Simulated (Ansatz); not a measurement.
FH3Si···H4OSi

Input file:

```
crystal:
  periodic: [false, false, false]
  atoms:
    - { symbol: Si, position_ang: [0.455993, 0.099572, -0.076592] }
    - { symbol: F, position_ang: [0.226757, -0.194373, 1.497844] }
    - { symbol: H, position_ang: [1.931477, 0.043117, -0.28368] }
    - { symbol: H, position_ang: [-0.035394, 1.453596, -0.423506] }
    - { symbol: H, position_ang: [-0.180541, -0.969316, -0.888176] }
    - { symbol: O, position_ang: [-2.323729, 0.125262, 0.687269] }
    - { symbol: Si, position_ang: [-3.438047, -0.993249, 0.125886] }
    - { symbol: H, position_ang: [-2.824155, -2.339113, -0.085768] }
    - { symbol: H, position_ang: [-4.588169, -1.147305, 1.06616] }
    - { symbol: H, position_ang: [-3.919224, -0.45509, -1.172319] }
    - { symbol: H, position_ang: [-1.886668, -0.055902, 1.549581] }
basis:
  gaussian: { orbitals: def2-SVP }
hamiltonian:
  xc: b3lyp
  dispersion: d4
relax:
  f_tol: 0.03
  max_steps: 50
output:
  orbitals: {}
```

Launched as:

```sh
ansatz run input.yaml --threads 2 --pin off --max-ram 3072MiB --backend cpu --events-out ev --progress --plain --runs-dir out
```

The fields are those of the run's last geometry, not of the input's.

All numbers below come from Ansatz, RKS B3LYP-D4/def2-SVP.

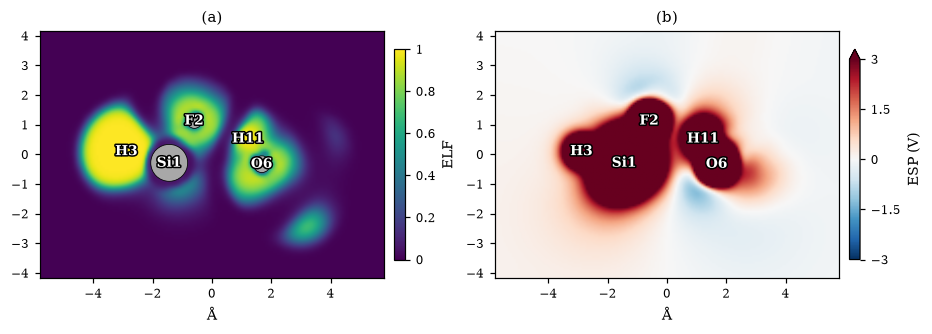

Figure 1. (a) ELF; (b) molecular electrostatic potential on the plane of atoms F2, Si1 and H3. Grey discs cover the atomic cores in the ELF map.

**What do the fields say about this system?**

Atoms in the plane: Si, F, H and O. F2···H11 (1.92 Å): the ELF dips to about 0.10 between them: by its geometry a hydrogen bond between the two molecules, with no shared pair. Si–F (1.65 Å): the ELF peaks at about 0.85 in the valence shell of F, 0.5 Å from its nucleus, and is about 0.45 at the midpoint. O–H (0.97 Å): the ELF climbs to about 1 towards the hydrogen, as it does in any bond to H (a covalent bond by its length). Si–H (1.49 Å): the ELF climbs to about 1 towards the hydrogen. The ELF also peaks beside O6 and F2, away from the bonds: lone-pair regions. Outside the dense part of the complex the potential is most negative (−1.3 V) near O6.

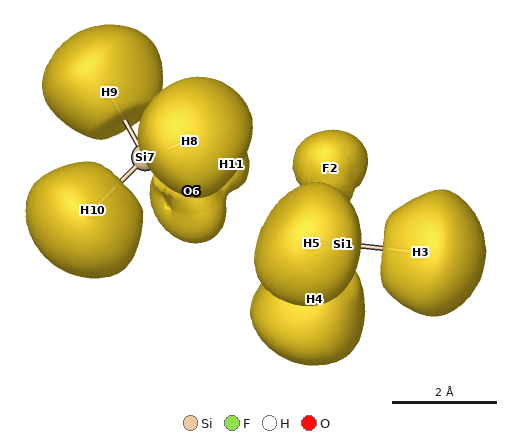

Figure 2. Isosurface of the electron localisation function at 0.8 (yellow), seen at an oblique angle. Only the valence region is drawn (cores and ρ < 0.01 e/Å³ removed).

**What do the ELF domains correspond to?**

The ELF exceeds this value in six regions around hydrogen nuclei, one region wrapped around F (its lone pairs, merged into a ring or cap) and one joined region spread over several atoms (H, O), in which their bonds and any lone pairs are merged.

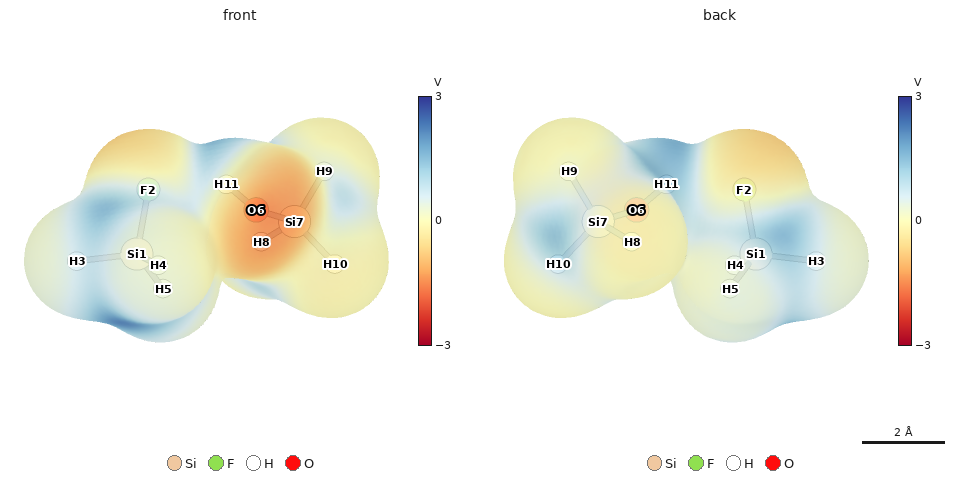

Figure 3. The electrostatic potential painted on the density surface at 0.002 e/bohr³, seen from the front and from behind; the colour scale runs from red (negative) to blue (positive).

**Where is the surface potential most negative and most positive?**

The most negative region (about −1.4 V, or −32 kcal/mol for a unit charge) lies over O6, the most positive (about +2.0 V, or +46 kcal/mol for a unit charge) over Si1. O6 is the likeliest acceptor of a hydrogen bond.
